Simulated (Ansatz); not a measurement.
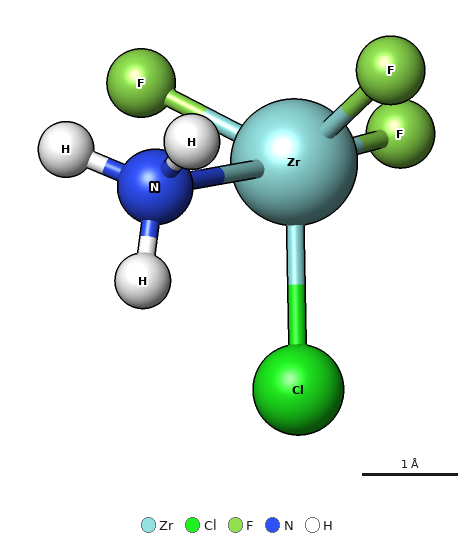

*The starting structure (ball-and-stick view, seen at a tilt). Sticks mark near contacts.*

Bond lengths as drawn: Cl–Zr 2.40 Å, F–Zr 1.92 Å, H–N 1.03 Å and N–Zr 2.48 Å.

# Run report: ZrNH3ClF3, nudged elastic band

ZrNH3ClF3, computed with RKS PBE/def2-SVP (Ansatz 0.2.0).

It belongs to a series of runs on one base structure; here: band between the two ends.

Input:
```yaml
crystal:
  periodic: [false, false, false]
  atoms:
    - { symbol: Zr, position_ang: [-0.054255, 0.019346, 0.168719] }
    - { symbol: Cl, position_ang: [0.542413, -0.223583, 2.476964] }
    - { symbol: F, position_ang: [1.68512, 0.05317, -0.63664] }
    - { symbol: F, position_ang: [-0.688623, 1.739412, -0.410785] }
    - { symbol: F, position_ang: [-0.773097, -1.518983, -0.733556] }
    - { symbol: "N", position_ang: [-2.352181, -0.013499, 1.090096] }
    - { symbol: H, position_ang: [-2.904806, -0.798193, 0.71604] }
    - { symbol: H, position_ang: [-2.869162, 0.848622, 0.865261] }
    - { symbol: H, position_ang: [-2.35731, -0.10629, 2.115801] }
basis:
  gaussian: { orbitals: def2-SVP }
hamiltonian:
  xc: pbe
neb:
  order_check: false
  images: 5
  f_tol: 0.05
  max_iterations: 60
  final_atoms:
    - { symbol: Zr, position_ang: [-0.20248295, 0.45727571, 0.09740407] }
    - { symbol: Cl, position_ang: [-0.09538074, 1.66451359, 2.16243201] }
    - { symbol: F, position_ang: [0.35620954, -1.38214829, 0.1151815] }
    - { symbol: F, position_ang: [1.2874496, 1.22420471, -0.83582558] }
    - { symbol: F, position_ang: [-1.60098711, 0.92204951, -1.13764771] }
    - { symbol: "N", position_ang: [-2.14524447, -0.59491192, 1.18291141] }
    - { symbol: H, position_ang: [-2.54451326, -1.35772984, 0.6156211] }
    - { symbol: H, position_ang: [-2.91232765, 0.07173532, 1.35224911] }
    - { symbol: H, position_ang: [-1.91462396, -1.00498679, 2.09957409] }
  initial_path:
    images:
      - { positions_ang: [[-0.054255, 0.019346, 0.168719], [0.542413, -0.223583, 2.476964], [1.68512, 0.05317, -0.63664], [-0.688623, 1.739412, -0.410785], [-0.773097, -1.518983, -0.733556], [-2.352181, -0.013499, 1.090096], [-2.904806, -0.798193, 0.71604], [-2.869162, 0.848622, 0.865261], [-2.35731, -0.10629, 2.115801]] }
      - { positions_ang: [[-0.03542799, 0.01934141, 0.1138674], [0.35894872, -0.17135331, 2.60892616], [1.74729949, 0.0487598, -0.64048249], [-0.76871134, 1.71084518, -0.47706487], [-0.82445096, -1.53806515, -0.72460504], [-2.36231173, -0.01082171, 0.98899631], [-2.97004212, -0.73145894, 0.57066337], [-2.80331265, 0.75794312, 1.11822051], [-2.11389243, -0.0851884, 2.09337865]] }
      - { positions_ang: [[-0.01660098, 0.01933682, 0.05901581], [0.17548444, -0.11912362, 2.74088832], [1.80947897, 0.04434959, -0.64432499], [-0.84879967, 1.68227835, -0.54334474], [-0.87580491, -1.5571473, -0.71565408], [-2.37244246, -0.00814442, 0.88789662], [-3.03527824, -0.66472487, 0.42528674], [-2.73746329, 0.66726424, 1.37118002], [-1.87047486, -0.06408679, 2.0709563]] }
      - { positions_ang: [[0.00222603, 0.01933223, 0.00416421], [-0.00797983, -0.06689393, 2.87285048], [1.87165846, 0.03993939, -0.64816748], [-0.92888801, 1.65371153, -0.60962461], [-0.92715887, -1.57622945, -0.70670311], [-2.38257318, -0.00546712, 0.78679693], [-3.10051436, -0.59799081, 0.27991011], [-2.67161394, 0.57658536, 1.62413954], [-1.6270573, -0.04298519, 2.04853394]] }
      - { positions_ang: [[-0.0660103, 0.16531339, 0.03524416], [-0.03711347, 0.51024191, 2.63604432], [1.36650882, -0.43408984, -0.39371782], [-0.19010881, 1.51054259, -0.68502493], [-1.15176829, -0.7434698, -0.85035131], [-2.30346361, -0.20194872, 0.91883509], [-2.91518066, -0.85123716, 0.39181377], [-2.75185184, 0.40830202, 1.53350939], [-1.72291285, -0.36365239, 2.06554733]] }
      - { positions_ang: [[-0.13424662, 0.31129455, 0.06632412], [-0.0662471, 1.08737775, 2.39923816], [0.86135918, -0.90811907, -0.13926816], [0.5486704, 1.36737365, -0.76042526], [-1.3763777, 0.08928986, -0.99399951], [-2.22435404, -0.39843032, 1.05087325], [-2.72984696, -1.1044835, 0.50371744], [-2.83208975, 0.24001867, 1.44287925], [-1.81876841, -0.68431959, 2.08256071]] }
      - { positions_ang: [[-0.20248295, 0.45727571, 0.09740407], [-0.09538074, 1.66451359, 2.16243201], [0.35620954, -1.38214829, 0.1151815], [1.2874496, 1.22420471, -0.83582558], [-1.60098711, 0.92204951, -1.13764771], [-2.14524447, -0.59491192, 1.18291141], [-2.54451326, -1.35772984, 0.6156211], [-2.91232765, 0.07173532, 1.35224911], [-1.91462396, -1.00498679, 2.09957409]] }
```

Launch command:
```bash
ansatz run input.yaml --threads 4 --pin off --max-ram 5120MiB --backend cpu --events-out ev --progress --plain --runs-dir out
```

Output:
```
Engine: ansatz 0.2.0, x86_64-unknown-linux-gnu
Functional definition: PBE
  parameter kappa = 0.804
  parameter beta = 0.06672455060314922
  exchange = pbe_x(kappa = kappa, mu = beta*pi^2/3)
  correlation = pbe_c(beta = beta)
1263 factors; their error is unknown
mean field evaluation 1: about -23466.5682 eV, gradient 7.9e1 eV
mean field evaluation 2: about -23390.0900 eV, gradient 2.3e2 eV
mean field evaluation 4: about -23476.7704 eV, gradient 1.6e1 eV
mean field evaluation 8: about -23477.2502 eV, gradient 1.3e-1 eV
mean field evaluation 16: about -23477.1895 eV, gradient 4.2e-4 eV
mean field -23477.18952461 eV, -862.7708016190 hartree, gradient 1.5e-5 eV, S^2 0.000000; 0 other end points of the search recorded, 0 dependent functions left out
the calculation of the forces begins
reference -23477.18960630 eV, -862.7708046210 hartree; 33, 33 occupied and 87, 87 virtual orbitals, 1263 factors
1263 factors; their error is unknown
mean field evaluation 32: about -23477.1984 eV, gradient 2.6e-2 eV
mean field -23477.19837034 eV, -862.7711266932 hartree, gradient 1.7e-5 eV, S^2 0.000000; 0 other end points of the search recorded, 0 dependent functions left out
[... from here on the field's lines of each further geometry are left out, up to the last ...]
NEB iter   1: max|band force component| = 2.806e1 eV/Å  barrier→ = 9.9677 eV  barrier← = 9.9765 eV  Δτ_max = 0.2000 Å  (209 SCF iters)
NEB iter   2: max|band force component| = 5.691e0 eV/Å  barrier→ = 2.6691 eV  barrier← = 2.6779 eV  Δτ_max = 0.1996 Å  (174 SCF iters)
NEB iter   3: max|band force component| = 3.603e0 eV/Å  barrier→ = 1.5696 eV  barrier← = 1.5784 eV  Δτ_max = 0.2000 Å  (169 SCF iters)
NEB iter   4: max|band force component| = 1.616e0 eV/Å  barrier→ = 0.9196 eV  barrier← = 0.9284 eV  Δτ_max = 0.1876 Å  (162 SCF iters)
NEB iter   5: max|band force component| = 1.508e0 eV/Å  barrier→ = 0.6777 eV  barrier← = 0.6866 eV  Δτ_max = 0.1802 Å  (164 SCF iters)
NEB iter   6: max|band force component| = 1.517e0 eV/Å  barrier→ = 0.5316 eV  barrier← = 0.5405 eV  Δτ_max = 0.2000 Å  (161 SCF iters)
NEB iter   7: max|band force component| = 1.014e0 eV/Å  barrier→ = 0.3952 eV  barrier← = 0.4041 eV  Δτ_max = 0.1961 Å  (157 SCF iters)
NEB iter   8: max|band force component| = 8.398e-1 eV/Å  barrier→ = 0.3480 eV  barrier← = 0.3569 eV  Δτ_max = 0.1954 Å  (165 SCF iters)
NEB iter   9: max|band force component| = 5.228e-1 eV/Å  barrier→ = 0.2971 eV  barrier← = 0.3060 eV  Δτ_max = 0.1982 Å  (167 SCF iters)
NEB iter  10: max|band force component| = 4.832e-1 eV/Å  barrier→ = 0.2390 eV  barrier← = 0.2478 eV  CI = image 3  Δτ_max = 0.1364 Å  (163 SCF iters)
NEB iter  11: max|band force component| = 2.708e-1 eV/Å  barrier→ = 0.2234 eV  barrier← = 0.2322 eV  CI = image 3  Δτ_max = 0.1996 Å  (152 SCF iters)
NEB iter  12: max|band force component| = 2.362e-1 eV/Å  barrier→ = 0.2206 eV  barrier← = 0.2294 eV  CI = image 3  Δτ_max = 0.0988 Å  (161 SCF iters)
NEB iter  13: max|band force component| = 1.829e-1 eV/Å  barrier→ = 0.2169 eV  barrier← = 0.2258 eV  CI = image 3  Δτ_max = 0.0998 Å  (146 SCF iters)
NEB iter  14: max|band force component| = 1.467e-1 eV/Å  barrier→ = 0.2159 eV  barrier← = 0.2247 eV  CI = image 3  Δτ_max = 0.0477 Å  (143 SCF iters)
NEB iter  15: max|band force component| = 7.769e-2 eV/Å  barrier→ = 0.2157 eV  barrier← = 0.2245 eV  CI = image 3  Δτ_max = 0.0228 Å  (147 SCF iters)
the calculation of the forces begins
reference -23477.11500757 eV, -862.7680631682 hartree; 33, 33 occupied and 87, 87 virtual orbitals, 1263 factors
1263 factors; their error is unknown
mean field evaluation 800: about -23476.9739 eV, gradient 2.4e-3 eV
mean field -23476.97391894 eV, -862.7628782564 hartree, gradient 1.6e-5 eV, S^2 0.000000; 1 other end points of the search recorded, 0 dependent functions left out
the calculation of the forces begins
reference -23476.97400018 eV, -862.7628812421 hartree; 33, 33 occupied and 87, 87 virtual orbitals, 1263 factors
NEB iter  16: max|band force component| = 3.333e-2 eV/Å  barrier→ = 0.2156 eV  barrier← = 0.2245 eV  CI = image 3  Δτ_max = 0.0000 Å  (297 SCF iters)
```

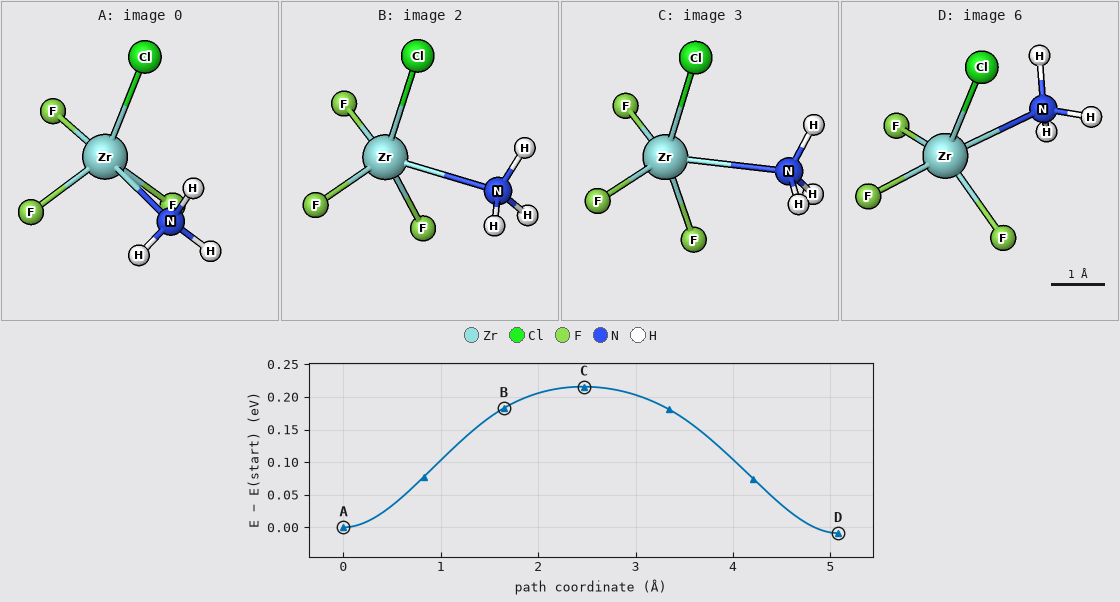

*Images of the last band (counted from 0; ball-and-stick, seen at a tilt) above the energy along the path; the line is a cubic interpolation that uses the forces.*

The highest image is number 3, 0.216 eV above the start and 0.224 eV above the end (the climbing image); the end lies 0.009 eV below the start. The path is 5.08 Å long. The band converged in 16 iterations.

```
Total energy: -23476.97400018 eV, -862.7628812421 hartree
Atom 0 at    -0.208044     0.310872     0.060869 Å, force     0.012473    -0.003398     0.012811 eV/Å
Atom 1 at     0.229964     0.953669     2.377409 Å, force    -0.001802    -0.001825    -0.014203 eV/Å
Atom 2 at     1.341739    -0.769421    -0.219785 Å, force    -0.008602     0.006709     0.000949 eV/Å
Atom 3 at    -0.108696     2.038089    -0.747331 Å, force     0.001121    -0.000503     0.002946 eV/Å
Atom 4 at    -1.353815    -0.541959    -1.260404 Å, force    -0.000158     0.000812     0.000340 eV/Å
Atom 5 at    -2.176862    -0.422077     1.228323 Å, force    -0.002047     0.011879     0.011829 eV/Å
Atom 6 at    -2.576739    -1.266568     0.793094 Å, force    -0.010989    -0.001659    -0.001095 eV/Å
Atom 7 at    -2.916593     0.296299     1.191207 Å, force    -0.000176    -0.009914    -0.011103 eV/Å
Atom 8 at    -2.002857    -0.598901     2.228518 Å, force     0.010179    -0.002102    -0.002474 eV/Å
Dipole moment:    -1.068026    -0.419462     0.415760 e Å
this run last wrote the band of iteration 16 to [file]
```

The last band as extended XYZ (Å, eV, eV/Å):
```
9
Properties=species:S:1:pos:R:3:forces:R:3 image=0 energy=-23477.18953
Zr   -0.0543    0.0193    0.1687    0.0013  -0.0011  -0.0023
Cl    0.5424   -0.2236    2.4770    0.0011  -0.0004   0.0000
F     1.6851    0.0532   -0.6366   -0.0022   0.0004   0.0017
F    -0.6886    1.7394   -0.4108   -0.0006   0.0008   0.0004
F    -0.7731   -1.5190   -0.7336   -0.0002  -0.0001   0.0010
N    -2.3522   -0.0135    1.0901    0.0000   0.0007  -0.0021
H    -2.9048   -0.7982    0.7160    0.0018  -0.0031   0.0025
H    -2.8692    0.8486    0.8653    0.0020   0.0025   0.0024
H    -2.3573   -0.1063    2.1158   -0.0031   0.0003  -0.0036
9
Properties=species:S:1:pos:R:3:forces:R:3 image=1 energy=-23477.11246
Zr   -0.0925    0.1178    0.1212    0.0106  -0.0110   0.0085
Cl    0.4492    0.1538    2.4736    0.0164  -0.0665   0.0000
F     1.6721   -0.3020   -0.4925    0.0264   0.0607  -0.0338
F    -0.4822    1.8700   -0.5421   -0.0434  -0.0142   0.0151
F    -0.9729   -1.2462   -0.9249    0.0303  -0.0649   0.0364
N    -2.3313   -0.1015    1.1329   -0.0111   0.0249  -0.0206
H    -2.8109   -0.9054    0.7020   -0.0086   0.0215   0.0057
H    -2.9644    0.7058    1.0407    0.0015   0.0276  -0.0033
H    -2.2390   -0.2924    2.1411   -0.0222   0.0219  -0.0080
9
Properties=species:S:1:pos:R:3:forces:R:3 image=2 energy=-23477.00688
Zr   -0.1490    0.2125    0.0895    0.0146  -0.0087   0.0043
Cl    0.3597    0.5505    2.4458    0.0166  -0.0390   0.0043
F     1.5353   -0.5888   -0.3317    0.0175   0.0333  -0.0162
F    -0.2917    1.9705   -0.6435   -0.0294  -0.0011   0.0065
F    -1.1542   -0.9118   -1.1330    0.0144  -0.0367   0.0193
N    -2.2696   -0.2501    1.1818   -0.0218   0.0327  -0.0347
H    -2.7093   -1.0753    0.7480   -0.0071   0.0112   0.0190
H    -2.9544    0.5174    1.1064    0.0058   0.0092  -0.0075
H    -2.1388   -0.4249    2.1885   -0.0106  -0.0009   0.0050
9
Properties=species:S:1:pos:R:3:forces:R:3 image=3 energy=-23476.97392
Zr   -0.2080    0.3109    0.0609    0.0125  -0.0034   0.0128
Cl    0.2300    0.9537    2.3774   -0.0018  -0.0018  -0.0142
F     1.3417   -0.7694   -0.2198   -0.0086   0.0067   0.0009
F    -0.1087    2.0381   -0.7473    0.0011  -0.0005   0.0029
F    -1.3538   -0.5420   -1.2604   -0.0002   0.0008   0.0003
N    -2.1769   -0.4221    1.2283   -0.0020   0.0119   0.0118
H    -2.5767   -1.2666    0.7931   -0.0110  -0.0017  -0.0011
H    -2.9166    0.2963    1.1912   -0.0002  -0.0099  -0.0111
H    -2.0029   -0.5989    2.2285    0.0102  -0.0021  -0.0025
9
Properties=species:S:1:pos:R:3:forces:R:3 image=4 energy=-23477.00824
Zr   -0.1982    0.3421    0.0765   -0.0189  -0.0063  -0.0025
Cl    0.0569    1.1914    2.3435   -0.0234   0.0271  -0.0173
F     1.0649   -1.0856   -0.0458   -0.0151  -0.0158   0.0094
F     0.4232    1.9370   -0.7748    0.0433   0.0024  -0.0153
F    -1.5006   -0.0649   -1.3046   -0.0088   0.0450   0.0016
N    -2.1591   -0.5020    1.2096    0.0120   0.0206  -0.0103
H    -2.5772   -1.3200    0.7427    0.0106  -0.0327   0.0048
H    -2.8897    0.2254    1.2038   -0.0052  -0.0022   0.0013
H    -1.9922   -0.7234    2.2010    0.0054  -0.0381   0.0282
9
Properties=species:S:1:pos:R:3:forces:R:3 image=5 energy=-23477.11493
Zr   -0.1919    0.3915    0.0773   -0.0126   0.0240  -0.0022
Cl   -0.0307    1.3758    2.2735   -0.0268   0.0557  -0.0208
F     0.7137   -1.2931    0.0004   -0.0429  -0.0125   0.0160
F     0.9336    1.6647   -0.8071    0.0613  -0.0372  -0.0164
F    -1.6133    0.4794   -1.2266   -0.0140   0.0735   0.0137
N    -2.1483   -0.5671    1.2028   -0.0071  -0.0404  -0.0217
H    -2.5928   -1.3494    0.6992    0.0267  -0.0119   0.0101
H    -2.8673    0.1699    1.2611    0.0173  -0.0349   0.0220
H    -1.9750   -0.8715    2.1713   -0.0018  -0.0163  -0.0007
9
Properties=species:S:1:pos:R:3:forces:R:3 image=6 energy=-23477.19837
Zr   -0.2025    0.4573    0.0974    0.0005   0.0042  -0.0161
Cl   -0.0954    1.6645    2.1624   -0.0053  -0.0058  -0.0044
F     0.3562   -1.3821    0.1152    0.0042   0.0048   0.0025
F     1.2874    1.2242   -0.8358   -0.0018  -0.0061   0.0035
F    -1.6010    0.9221   -1.1376    0.0050   0.0025   0.0049
N    -2.1452   -0.5949    1.1829   -0.0124  -0.0100   0.0109
H    -2.5445   -1.3577    0.6156    0.0087   0.0146   0.0085
H    -2.9123    0.0717    1.3522    0.0047  -0.0054   0.0005
H    -1.9146   -1.0050    2.0996   -0.0034   0.0011  -0.0104
```

Results in brief:

```csv
quantity,value
outcome,converged
"barrier, forward",0.216 eV
"barrier, backward",0.225 eV
hardware,"4 threads of INTEL XEON PLATINUM @ 2.10GHz (Emerald Rapids), 24 GiB of memory available, shared host"
wall time,83 s (CPU time 4.9 min)
peak memory,0.19 GiB
```

The order of the saddle point was not checked.
